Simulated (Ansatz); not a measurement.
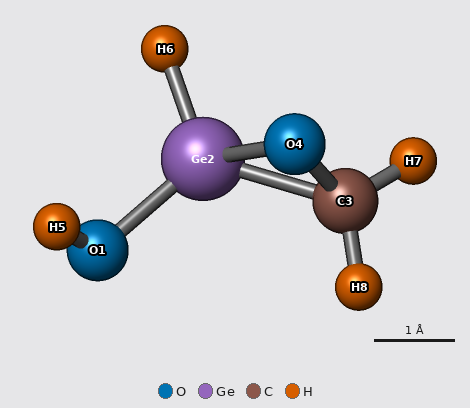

Fig. 1: The starting structure (ball-and-stick view, seen at a tilt; atoms are numbered from 1 in the order of the input). Sticks mark near contacts.

# CH$_{4}$GeO$_{2}$: geometry relaxation

- system: CH$_{4}$GeO$_{2}$
- method: RKS r2SCAN0-D4/def2-TZVP (Ansatz 0.2.0)

Figures and captions count atoms from 1; the log counts them from 0 in places.

Log:
```
The last accepted step is kept in [file] (removed where the run ends without a failure and the disk answers)
Engine: ansatz 0.2.0, x86_64-unknown-linux-gnu
Functional definition: r2SCAN0
  parameter a = 0.25
  parameter k0 = 0.174
  parameter k1 = 0.065
  parameter a1 = 4.9479
  exchange = (1 - a)*r2scan_x(k0 = k0, k1 = k1, a1 = a1) + a*exact_x
  correlation = r2scan_c
1059 factors; their error is unknown
mean field evaluation 1: about -61701.8122 eV, gradient 7.2e1 eV
mean field evaluation 2: about -61675.2215 eV, gradient 1.3e2 eV
mean field evaluation 4: about -61711.1772 eV, gradient 1.1e1 eV
mean field evaluation 8: about -61711.3807 eV, gradient 1.9e-1 eV
mean field evaluation 16: about -61711.6526 eV, gradient 1.0e-4 eV
mean field -61711.65257869 eV, -2267.8614026063 hartree, gradient 2.2e-5 eV, S^2 0.000000; 0 other end points of the search recorded, 0 dependent functions left out
the calculation of the forces begins
reference -61711.65258671 eV, -2267.8614029011 hartree; 29, 29 occupied and 136, 136 virtual orbitals, 1059 factors
relax step   1: F+E_penalty+E_count = -61711.68977300 eV  Δ(F+E_penalty+E_count) = +0.000e0 eV  max|allowed force component| = 1.093e0 eV/Å  Δτ_max = 0.0000 Å  (29 SCF iters, accepted)
these checks for a lower state are left out or cut short: starts, cluster_reference, orbital_swaps, neighbouring_geometries, increment
1059 factors; their error is unknown
mean field -61711.73135100 eV, -2267.8642974352 hartree, gradient 8.8e-6 eV, S^2 0.000000; 0 other end points of the search recorded, 0 dependent functions left out
[... from here on the field's lines of each further geometry are left out, up to the last ...]
relax step   2: F+E_penalty+E_count = -61711.76860622 eV  Δ(F+E_penalty+E_count) = -7.883e-2 eV  max|allowed force component| = 6.151e-1 eV/Å  Δτ_max = 0.0306 Å  (34 SCF iters, accepted)
relax step   3: F+E_penalty+E_count = -61711.78851167 eV  Δ(F+E_penalty+E_count) = -1.991e-2 eV  max|allowed force component| = 2.216e-1 eV/Å  Δτ_max = 0.0331 Å  (33 SCF iters, accepted)
relax step   4: F+E_penalty+E_count = -61711.79232125 eV  Δ(F+E_penalty+E_count) = -3.810e-3 eV  max|allowed force component| = 1.716e-1 eV/Å  Δτ_max = 0.0505 Å  (33 SCF iters, accepted)
relax step   5: F+E_penalty+E_count = -61711.79571838 eV  Δ(F+E_penalty+E_count) = -3.397e-3 eV  max|allowed force component| = 7.204e-2 eV/Å  Δτ_max = 0.0186 Å  (33 SCF iters, accepted)
relax step   6: F+E_penalty+E_count = -61711.79683470 eV  Δ(F+E_penalty+E_count) = -1.116e-3 eV  max|allowed force component| = 6.195e-2 eV/Å  Δτ_max = 0.0195 Å  (34 SCF iters, accepted)
relax step   7: F+E_penalty+E_count = -61711.79757867 eV  Δ(F+E_penalty+E_count) = -7.440e-4 eV  max|allowed force component| = 8.979e-2 eV/Å  Δτ_max = 0.0271 Å  (31 SCF iters, accepted)
relax step   8: F+E_penalty+E_count = -61711.79804695 eV  Δ(F+E_penalty+E_count) = -4.683e-4 eV  max|allowed force component| = 4.416e-1 eV/Å  Δτ_max = 0.0999 Å  (32 SCF iters, accepted)
relax step   9: F+E_penalty+E_count = -61711.80106956 eV  Δ(F+E_penalty+E_count) = -3.023e-3 eV  max|allowed force component| = 3.167e-1 eV/Å  Δτ_max = 0.0546 Å  (33 SCF iters, accepted)
relax step  10: F+E_penalty+E_count = -61711.80318440 eV  Δ(F+E_penalty+E_count) = -2.115e-3 eV  max|allowed force component| = 1.719e-2 eV/Å  Δτ_max = 0.0419 Å  (33 SCF iters, accepted)
relax step  11: F+E_penalty+E_count = -61711.80169510 eV  Δ(F+E_penalty+E_count) = +1.489e-3 eV  max|allowed force component| = 1.085e-1 eV/Å  Δτ_max = 0.0310 Å  (33 SCF iters, rejected (line search))
relax step  12: F+E_penalty+E_count = -61711.80339385 eV  Δ(F+E_penalty+E_count) = -2.094e-4 eV  max|allowed force component| = 1.249e-2 eV/Å  Δτ_max = 0.0154 Å  (34 SCF iters, accepted)
relax step  13: F+E_penalty+E_count = -61711.80342270 eV  Δ(F+E_penalty+E_count) = -2.885e-5 eV  max|allowed force component| = 2.180e-2 eV/Å  Δτ_max = 0.0184 Å  (33 SCF iters, accepted)
relax step  14: F+E_penalty+E_count = -61711.80355643 eV  Δ(F+E_penalty+E_count) = -1.337e-4 eV  max|allowed force component| = 7.987e-3 eV/Å  Δτ_max = 0.0127 Å  (34 SCF iters, accepted)
the calculation of the forces begins
reference -61711.76630142 eV, -2267.8655818394 hartree; 29, 29 occupied and 136, 136 virtual orbitals, 1059 factors
relax step  15: F+E_penalty+E_count = -61711.80356825 eV  Δ(F+E_penalty+E_count) = -1.182e-5 eV  max|allowed force component| = 2.853e-3 eV/Å  Δτ_max = 0.0035 Å  (35 SCF iters, accepted)
1059 factors; their error is unknown
mean field evaluation 128: about -61711.4875 eV, gradient 1.6e0 eV
```

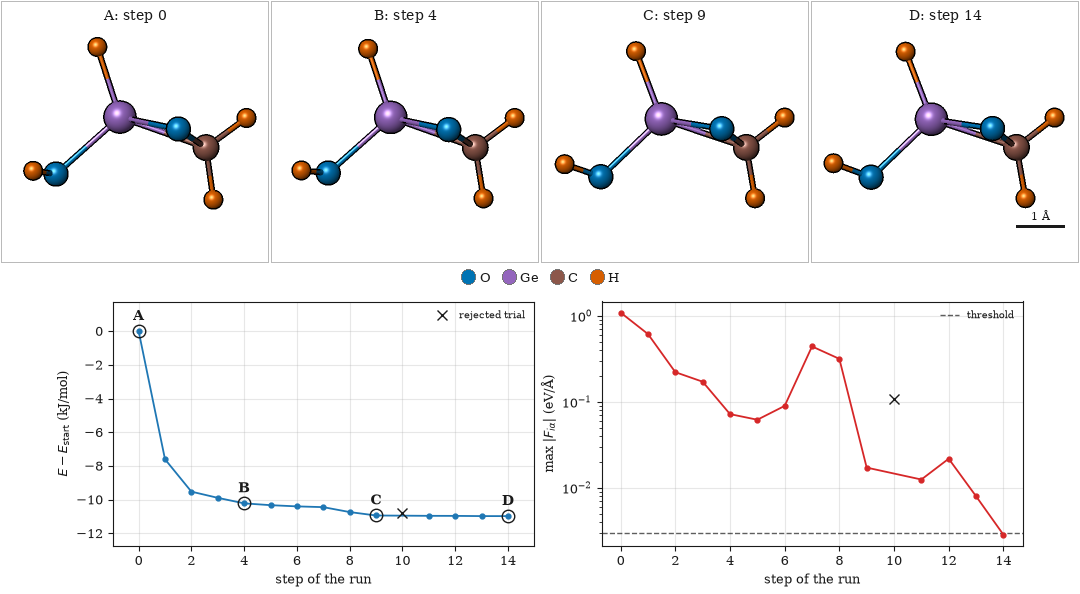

Fig. 2: Frames of the relaxation (ball-and-stick view, seen at a tilt) above the curves, on which the letters mark them (the first geometry is step 0 here and step 1 in the log).

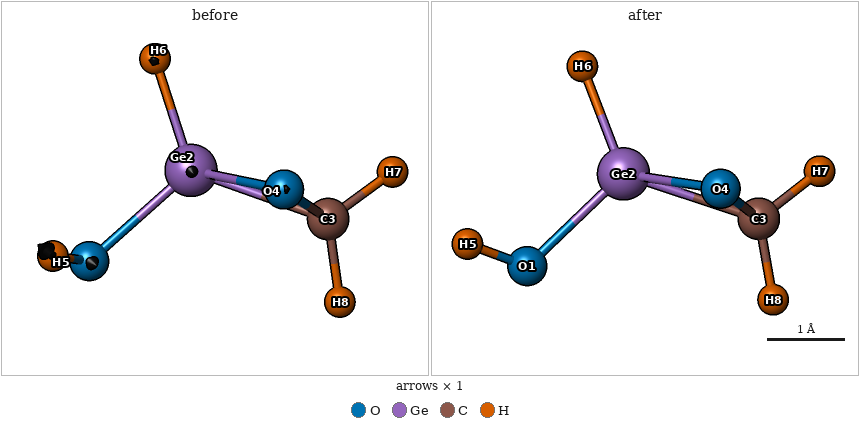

Fig. 3: Before (left) and after (right) the relaxation, at one scale (ball-and-stick view, seen at a tilt). The black arrows give the displacements, at true length. The atom that moves furthest after the best rigid fit is H5 (0.35 Å). By element the largest moves are H 0.35 Å, O 0.20 Å, Ge 0.15 Å, C 0.05 Å. Distances before and after: Ge2–O4 1.871 → 1.805 Å, Ge2–C3 1.917 → 1.874 Å, O1–Ge2 1.793 → 1.753 Å, C3–H7 1.112 → 1.085 Å. Among the angles that change: O4–Ge2–H6 109.6° → 113.8°, Ge2–O1–H5 110.2° → 113.8°, O4–C3–H8 116.6° → 114.4°. The energy falls by 11.0 kJ/mol in 14 geometry steps. The largest force component goes from 1.1 to 0.0029 eV/Å. The line search rejected the trial step at point 10 (counted from 0) and went back. (Atoms are counted from 1 in the order of the input.)

```
mean field -61711.76629355 eV, -2267.8655815503 hartree, gradient 8.2e-6 eV, S^2 0.000000; 1 other end points of the search recorded, 0 dependent functions left out
the calculation of the forces begins
reference -61711.76630142 eV, -2267.8655818394 hartree; 29, 29 occupied and 136, 136 virtual orbitals, 1059 factors
Total energy: -61711.80357612 eV, -2267.8669516596 hartree
Atom 0 at    -1.677721     0.587138    -0.694122 Å, force    -0.000545    -0.000476     0.000670 eV/Å
Atom 1 at    -0.217291     0.505941     0.271300 Å, force     0.000345    -0.002853     0.000391 eV/Å
Atom 2 at     1.156788    -0.626374    -0.312205 Å, force     0.001322     0.000412    -0.000127 eV/Å
Atom 3 at     0.284648    -1.174508     0.696737 Å, force    -0.001246     0.001298    -0.000772 eV/Å
Atom 4 at    -2.466405     0.767739    -0.185794 Å, force     0.000657     0.000106    -0.000763 eV/Å
Atom 5 at    -0.233617     1.457396     1.452191 Å, force     0.000748     0.000746     0.000176 eV/Å
Atom 6 at     2.184244    -0.483168     0.004484 Å, force    -0.000928     0.000246    -0.000098 eV/Å
Atom 7 at     1.061553    -1.091164    -1.288291 Å, force    -0.000354     0.000521     0.000522 eV/Å
Dipole moment:    -0.055026     0.489006     0.096666 e Å
```

Trajectory as extended XYZ (Å, eV, eV/Å), 15 frames, from step=1 to step=15:
```
8
Properties=species:S:1:pos:R:3:forces:R:3 step=1 energy=-61711.68977
O    -1.6816    0.7894   -0.7132    0.0453  -0.4821   1.0934
Ge   -0.1725    0.6438    0.2435   -0.1847  -0.8537  -0.0896
C     1.1269   -0.6601   -0.2917    0.1501   0.1878  -0.1988
O     0.2068   -1.1337    0.6893    0.1036   0.8595  -0.5267
H    -2.4367    0.4248   -0.2108    0.7379   0.3904  -0.5445
H    -0.1558    1.5119    1.5165   -0.0392  -0.2117  -0.3743
H     2.1870   -0.5577    0.0281   -0.8245  -0.1187  -0.1575
H     1.0182   -1.0754   -1.3175    0.0115   0.2284   0.7980
8
Properties=species:S:1:pos:R:3:forces:R:3 step=2 energy=-61711.76861
O    -1.6671    0.7773   -0.6952    0.1924  -0.1527   0.4169
Ge   -0.1691    0.6365    0.2400   -0.1386  -0.6151  -0.0797
C     1.1235   -0.6438   -0.2978    0.0929   0.0698  -0.1222
O     0.2015   -1.1221    0.6687   -0.0800   0.4744  -0.1320
H    -2.4133    0.4286   -0.1977    0.1657   0.1207  -0.1915
H    -0.1649    1.4989    1.4903    0.0170   0.0096  -0.0610
H     2.1616   -0.5626    0.0355   -0.2462  -0.0044  -0.0525
H     1.0199   -1.0699   -1.2995   -0.0032   0.0977   0.2221
8
Properties=species:S:1:pos:R:3:forces:R:3 step=3 energy=-61711.78851
O    -1.6429    0.7639   -0.6892   -0.0045  -0.0130   0.0358
Ge   -0.1760    0.6101    0.2586    0.0664  -0.0986   0.0249
C     1.1161   -0.6387   -0.2989    0.1421   0.2216  -0.1828
O     0.2017   -1.1197    0.6722   -0.1649  -0.0558   0.1578
H    -2.4043    0.4321   -0.2161   -0.0931   0.0162  -0.0406
H    -0.1524    1.5016    1.4830    0.0046   0.0339   0.0081
H     2.1457   -0.5483    0.0273    0.0506  -0.0481   0.0340
H     1.0042   -1.0581   -1.2926   -0.0011  -0.0562  -0.0371
8
Properties=species:S:1:pos:R:3:forces:R:3 step=4 energy=-61711.79232
O    -1.6582    0.7527   -0.6768    0.1716   0.0667  -0.1314
Ge   -0.1823    0.5933    0.2560   -0.0704  -0.1287   0.0308
C     1.1269   -0.6338   -0.3005   -0.0109   0.0922  -0.1246
O     0.2018   -1.1331    0.6646   -0.0300   0.0254   0.0864
H    -2.4410    0.4668   -0.2148   -0.1180  -0.0435   0.1019
H    -0.1356    1.4981    1.4666   -0.0136   0.0642   0.0588
H     2.1506   -0.5396    0.0406    0.0653  -0.0264   0.0353
H     1.0299   -1.0613   -1.2913    0.0059  -0.0499  -0.0573
8
Properties=species:S:1:pos:R:3:forces:R:3 step=5 energy=-61711.79572
O    -1.6508    0.7487   -0.6789   -0.0273   0.0042  -0.0720
Ge   -0.1882    0.5828    0.2693    0.0264  -0.0615   0.0411
C     1.1280   -0.6276   -0.3067    0.0210   0.0297  -0.0376
O     0.2145   -1.1347    0.6739   -0.0478  -0.0037   0.0553
H    -2.4479    0.4809   -0.2247    0.0146   0.0080   0.0300
H    -0.1441    1.5020    1.4731   -0.0068   0.0173   0.0096
H     2.1548   -0.5390    0.0300    0.0260   0.0036   0.0034
H     1.0259   -1.0699   -1.2916   -0.0063   0.0024  -0.0298
8
Properties=species:S:1:pos:R:3:forces:R:3 step=6 energy=-61711.79684
O    -1.6467    0.7385   -0.6842   -0.0620  -0.0254  -0.0200
Ge   -0.1915    0.5716    0.2767    0.0216   0.0071   0.0241
C     1.1302   -0.6263   -0.3084    0.0026   0.0143   0.0187
O     0.2208   -1.1397    0.6821    0.0106  -0.0084  -0.0225
H    -2.4511    0.5001   -0.2246    0.0502   0.0255  -0.0002
H    -0.1521    1.5037    1.4725   -0.0046  -0.0082  -0.0066
H     2.1589   -0.5364    0.0239   -0.0085  -0.0022  -0.0027
H     1.0237   -1.0686   -1.2936   -0.0100  -0.0025   0.0093
8
Properties=species:S:1:pos:R:3:forces:R:3 step=7 energy=-61711.79758
O    -1.6468    0.7249   -0.6899   -0.0790  -0.0444   0.0372
Ge   -0.1941    0.5632    0.2782   -0.0068   0.0389   0.0008
C     1.1339   -0.6247   -0.3095   -0.0091  -0.0209   0.0315
O     0.2272   -1.1441    0.6837    0.0248  -0.0053  -0.0314
H    -2.4554    0.5257   -0.2169    0.0898   0.0380  -0.0347
H    -0.1618    1.5015    1.4699   -0.0027  -0.0187  -0.0098
H     2.1629   -0.5336    0.0222   -0.0156   0.0052  -0.0087
H     1.0264   -1.0701   -1.2935   -0.0014   0.0072   0.0151
8
Properties=species:S:1:pos:R:3:forces:R:3 step=8 energy=-61711.79805
O    -1.6628    0.6711   -0.6984    0.4416   0.0194  -0.2582
Ge   -0.2038    0.5471    0.2654    0.0174  -0.0144  -0.0239
C     1.1436   -0.6278   -0.3110   -0.0435   0.0553   0.0695
O     0.2470   -1.1483    0.6870    0.0335  -0.0743  -0.0124
H    -2.4640    0.6231   -0.1963   -0.4175  -0.0094   0.2704
H    -0.1828    1.4708    1.4665   -0.0247   0.0398  -0.0035
H     2.1697   -0.5073    0.0200   -0.0047  -0.0101  -0.0180
H     1.0453   -1.0857   -1.2889   -0.0020  -0.0063  -0.0238
8
Properties=species:S:1:pos:R:3:forces:R:3 step=9 energy=-61711.80107
O    -1.6681    0.6384   -0.6985    0.3167  -0.0151  -0.1825
Ge   -0.2083    0.5321    0.2662    0.0058  -0.0005  -0.0088
C     1.1497   -0.6276   -0.3110   -0.0418   0.0369   0.0260
O     0.2596   -1.1590    0.6873    0.0108  -0.0505   0.0155
H    -2.4670    0.6768   -0.1871   -0.2925   0.0255   0.1906
H    -0.2018    1.4686    1.4592   -0.0164   0.0095  -0.0105
H     2.1754   -0.5012    0.0180    0.0078  -0.0007  -0.0187
H     1.0527   -1.0852   -1.2898    0.0096  -0.0052  -0.0116
8
Properties=species:S:1:pos:R:3:forces:R:3 step=10 energy=-61711.80318
O    -1.6684    0.6138   -0.6991   -0.0130   0.0038   0.0033
Ge   -0.2111    0.5201    0.2695   -0.0051   0.0013   0.0172
C     1.1527   -0.6263   -0.3117   -0.0140  -0.0127   0.0146
O     0.2715   -1.1670    0.6925    0.0150  -0.0004  -0.0053
H    -2.4671    0.7186   -0.1847    0.0057   0.0063  -0.0074
H    -0.2196    1.4648    1.4566   -0.0027  -0.0030  -0.0125
H     2.1797   -0.4937    0.0104    0.0059   0.0004  -0.0087
H     1.0546   -1.0873   -1.2892    0.0083   0.0044  -0.0012
8
Properties=species:S:1:pos:R:3:forces:R:3 step=11 energy=-61711.80170 accepted=F
O    -1.6706    0.6025   -0.6928    0.0917  -0.0398  -0.0648
Ge   -0.2165    0.5077    0.2815    0.0310  -0.0251  -0.0699
C     1.1527   -0.6310   -0.3081    0.0730   0.1085  -0.0604
O     0.2829   -1.1757    0.7035   -0.0020  -0.0079  -0.0284
H    -2.4744    0.7446   -0.1998   -0.0543   0.0170   0.0813
H    -0.2245    1.4660    1.4547   -0.0046  -0.0007   0.0365
H     2.1862   -0.4884   -0.0027   -0.0899  -0.0225   0.0313
H     1.0562   -1.0828   -1.2920   -0.0448  -0.0294   0.0744
8
Properties=species:S:1:pos:R:3:forces:R:3 step=12 energy=-61711.80339
O    -1.6707    0.6056   -0.6978   -0.0125   0.0017   0.0058
Ge   -0.2130    0.5155    0.2708   -0.0010  -0.0028   0.0049
C     1.1538   -0.6266   -0.3116   -0.0024  -0.0010   0.0031
O     0.2760   -1.1698    0.6941    0.0051   0.0000   0.0006
H    -2.4672    0.7340   -0.1853    0.0075   0.0038  -0.0070
H    -0.2245    1.4630    1.4552   -0.0010  -0.0026  -0.0050
H     2.1813   -0.4904    0.0079    0.0003  -0.0014  -0.0038
H     1.0564   -1.0882   -1.2890    0.0040   0.0022   0.0016
8
Properties=species:S:1:pos:R:3:forces:R:3 step=13 energy=-61711.80342
O    -1.6755    0.5952   -0.6943    0.0163  -0.0065  -0.0218
Ge   -0.2150    0.5105    0.2708   -0.0077   0.0068   0.0139
C     1.1562   -0.6268   -0.3113   -0.0031   0.0111  -0.0013
O     0.2820   -1.1716    0.6965   -0.0106  -0.0126  -0.0054
H    -2.4700    0.7521   -0.1877    0.0020   0.0039   0.0174
H    -0.2283    1.4603    1.4531   -0.0007   0.0002  -0.0007
H     2.1839   -0.4899    0.0065    0.0052   0.0121  -0.0043
H     1.0589   -1.0868   -1.2894   -0.0014  -0.0150   0.0022
8
Properties=species:S:1:pos:R:3:forces:R:3 step=14 energy=-61711.80356
O    -1.6778    0.5887   -0.6946   -0.0014   0.0024   0.0066
Ge   -0.2175    0.5068    0.2710    0.0047  -0.0080  -0.0011
C     1.1564   -0.6263   -0.3119   -0.0001  -0.0010  -0.0055
O     0.2832   -1.1743    0.6960   -0.0007   0.0044   0.0005
H    -2.4673    0.7644   -0.1857    0.0044  -0.0003  -0.0030
H    -0.2304    1.4578    1.4523   -0.0049   0.0008  -0.0012
H     2.1836   -0.4834    0.0056   -0.0009   0.0002   0.0009
H     1.0621   -1.0907   -1.2883   -0.0013   0.0017   0.0028
8
Properties=species:S:1:pos:R:3:forces:R:3 step=15 energy=-61711.80357
O    -1.6777    0.5871   -0.6941   -0.0005  -0.0005   0.0007
Ge   -0.2173    0.5059    0.2713    0.0003  -0.0029   0.0004
C     1.1568   -0.6264   -0.3122    0.0013   0.0004  -0.0001
O     0.2846   -1.1745    0.6967   -0.0012   0.0013  -0.0008
H    -2.4664    0.7677   -0.1858    0.0007   0.0001  -0.0008
H    -0.2336    1.4574    1.4522    0.0007   0.0007   0.0002
H     2.1842   -0.4832    0.0045   -0.0009   0.0002  -0.0001
H     1.0616   -1.0912   -1.2883   -0.0004   0.0005   0.0005
```

The run was set up as follows.

Input file:
```yaml
crystal:
  periodic: [false, false, false]
  atoms:
    - { symbol: O, position_ang: [-1.681645, 0.789405, -0.713182] }
    - { symbol: Ge, position_ang: [-0.172546, 0.643766, 0.243481] }
    - { symbol: C, position_ang: [1.126937, -0.660102, -0.291749] }
    - { symbol: O, position_ang: [0.206796, -1.13369, 0.689345] }
    - { symbol: H, position_ang: [-2.436658, 0.424768, -0.210778] }
    - { symbol: H, position_ang: [-0.155819, 1.511942, 1.516491] }
    - { symbol: H, position_ang: [2.186966, -0.557681, 0.028142] }
    - { symbol: H, position_ang: [1.018168, -1.075408, -1.317451] }
basis:
  gaussian: { orbitals: def2-TZVP }
hamiltonian:
  xc: { name: r2SCAN0 }
  dispersion: d4
output:
  forces: true
relax:
  f_tol: 0.003
  max_steps: 120
```

Run as:
```bash
ansatz run input.yaml --threads 1 --pin off --max-ram 2560MiB --backend cpu --events-out ev --progress --plain --runs-dir out
```

Results in brief:

| quantity | value |
| --- | --- |
| outcome | converged |
| total energy | −61711.8036 eV |
| mean-field energy | −61711.7663 eV |
| largest force (length of the vector) at the end | 0.003 eV/Å |
| hardware | 1 thread of Intel Xeon (Sapphire Rapids), 256 GiB of memory available, shared host |
| wall time | 2.2 min |
| peak memory | 0.39 GiB |
